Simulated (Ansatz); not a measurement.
The figure comes from a scan of CoSn (CoSn type, space group P6/mmm): the cell is scaled evenly about its relaxed volume V₀. Computed with PBEsol (plane waves to 420 eV, PAW, scalar-relativistic; Ansatz, a first-principles code). k mesh 10×10×11 (Γ-centred), Fermi-Dirac smearing 0.05 eV. Compression counts positive. CoSn is run without spin polarisation. CoSn was relaxed with its symmetry unable to fall. 

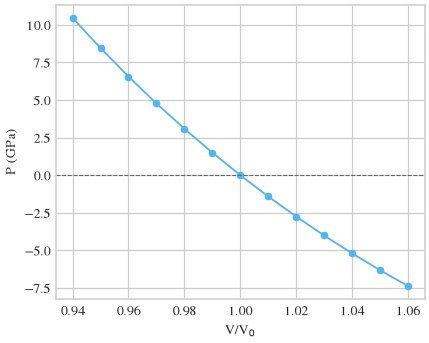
Fig. 1. P (GPa) against V/V₀; markers are the computed points, lines only join them.

**Question.** Turn the plot into a table (rounded to what can be read).

**Answer.** To the nearest 0.5:

```json
[
 {"V/V₀": "0.940", "P (GPa)": "10.5"},
 {"V/V₀": "0.950", "P (GPa)": "8.5"},
 {"V/V₀": "0.960", "P (GPa)": "6.5"},
 {"V/V₀": "0.970", "P (GPa)": "5.0"},
 {"V/V₀": "0.980", "P (GPa)": "3.0"},
 {"V/V₀": "0.990", "P (GPa)": "1.5"},
 {"V/V₀": "1.000", "P (GPa)": "0.0"},
 {"V/V₀": "1.010", "P (GPa)": "-1.5"},
 {"V/V₀": "1.020", "P (GPa)": "-3.0"},
 {"V/V₀": "1.030", "P (GPa)": "-4.0"},
 {"V/V₀": "1.040", "P (GPa)": "-5.0"},
 {"V/V₀": "1.050", "P (GPa)": "-6.5"},
 {"V/V₀": "1.060", "P (GPa)": "-7.5"}
]
```

(A scan under strain: stresses follow from slopes of the energy per volume, elastic moduli from its curvatures.)
